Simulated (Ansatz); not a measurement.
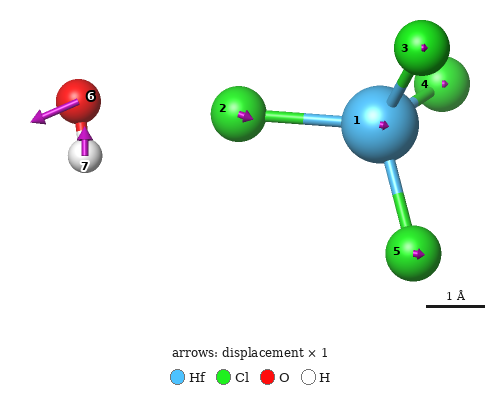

A relaxation of HfHOCl$_{4}$ (multiplicity 2). The starting structure is drawn; purple arrows show the displacements, at their true length. The two geometries are superimposed by the best rigid fit.

The picture is a ball-and-stick view, seen face on.

The run prepares an end point of a later path (reaction) calculation, from a guessed geometry.

All numbers below come from UHF/def2-SVP (Ansatz 0.2.0).

Input
```yaml
crystal:
  periodic: [false, false, false]
  atoms:
    - { symbol: Hf, position_ang: [0.003717, 0.004977, -0.072026] }
    - { symbol: Cl, position_ang: [-0.003212, -0.00533, 2.398364] }
    - { symbol: Cl, position_ang: [2.208198, -0.000659, -0.875758] }
    - { symbol: Cl, position_ang: [-1.103623, 1.911217, -0.875805] }
    - { symbol: Cl, position_ang: [-1.101557, -1.908678, -0.86519] }
    - { symbol: O, position_ang: [-0.005907, -0.008698, 5.200959] }
    - { symbol: H, position_ang: [-0.509416, -0.79393, 4.998956] }
magnetization:
  spin_polarized: true
  initial_magnetization: 1
basis:
  gaussian: { orbitals: def2-SVP }
hamiltonian:
  xc: hf
relax:
  f_tol: 0.03
  max_steps: 50
output:
  orbitals: {}
```

Run as
```bash
ansatz run input.yaml --threads 4 --pin off --max-ram 5120MiB --backend cpu --events-out ev --progress --plain --runs-dir out
```

Atoms of which element are displaced furthest, and by how much?

Answer. Oxygen: up to 0.91 Å, against 0.52 Å for hydrogen.

Describe the change and its energy.

Answer. The largest move after the best rigid fit is that of O6, 0.91 Å. Largest moves by element: O 0.91 Å, H 0.52 Å, Cl 0.28 Å, Hf 0.17 Å. Some distances before and after: Hf1–Cl2 2.470 → 2.364 Å. After 14 accepted moves (20 points after the start) the energy has fallen by 0.200 eV. The largest force component goes from 1.9 to 0.017 eV/Å. The line search rejected the trial steps at points 3, 5, 9, 12, 17, 19 of the run. The forces were under the threshold at step 16, but the run went on from there.

Limits of the set-up: the start holds two separate molecules, 2.8 Å apart at their closest, whose relative position is a soft coordinate and is computed without a dispersion correction; Hartree-Fock leaves out electron correlation.
